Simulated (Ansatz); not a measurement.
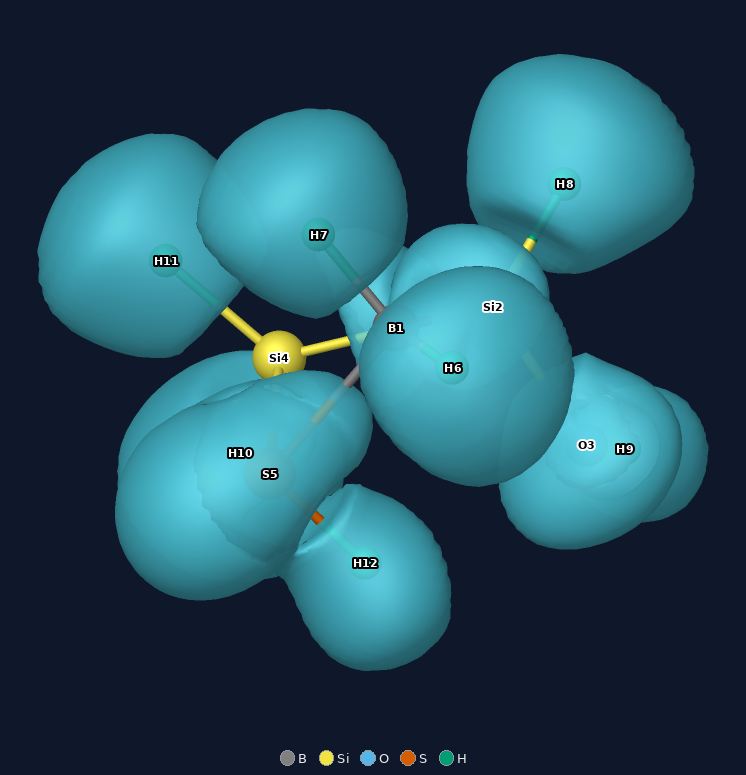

BH$_{7}$OSSi$_{2}$. Isosurface of the electron localisation function at 0.75 (cyan), seen from one side. Core shells and regions of very low density are left out.

Computed with Ansatz 0.2.0, RKS PBE/def2-SVP.

Input file:

```
crystal:
  periodic: [false, false, false]
  atoms:
    - { symbol: B, position_ang: [-1.4943, 1.3892, 0.082] }
    - { symbol: Si, position_ang: [-0.7669, -0.2584, -0.4745] }
    - { symbol: O, position_ang: [-0.0859, -0.0817, -2.0403] }
    - { symbol: Si, position_ang: [0.8786, -0.8344, 0.9993] }
    - { symbol: S, position_ang: [2.3327, 0.6554, 1.0378] }
    - { symbol: H, position_ang: [-1.4718, 2.3893, -0.6432] }
    - { symbol: H, position_ang: [-2.0459, 1.529, 1.1254] }
    - { symbol: H, position_ang: [-1.7711, -1.2704, -0.5264] }
    - { symbol: H, position_ang: [0.2832, -0.9716, -2.209] }
    - { symbol: H, position_ang: [1.3987, -2.1276, 0.6225] }
    - { symbol: H, position_ang: [0.1865, -0.9763, 2.3562] }
    - { symbol: H, position_ang: [2.6334, 0.5023, -0.2958] }
basis:
  gaussian: { orbitals: def2-SVP }
hamiltonian:
  xc: pbe
relax:
  f_tol: 0.015
  max_steps: 40
output:
  orbitals: {}
```

Command:

```sh
ansatz run input.yaml --threads 2 --pin off --max-ram 3072MiB --backend cpu --events-out ev --progress --plain --runs-dir out
```

The fields are those of the relaxed geometry.

**What do the ELF domains correspond to?**

The surface consists of one region between bonded B–Si atoms (shared pairs), one region between bonded Si–Si atoms (shared pairs), five regions around hydrogen nuclei, one joined region spread over several atoms (H, O), in which their bonds and any lone pairs are merged and one joined region spread over several atoms (H, S), in which their bonds and any lone pairs are merged.

Values along the shortest contacts:
Si–O (1.71 Å): the ELF peaks at about 0.85 between the atoms, as expected for a shared but strongly polarised pair. Si–B (2.01 Å): the ELF peaks at about 1 between the atoms; a covalent bond.
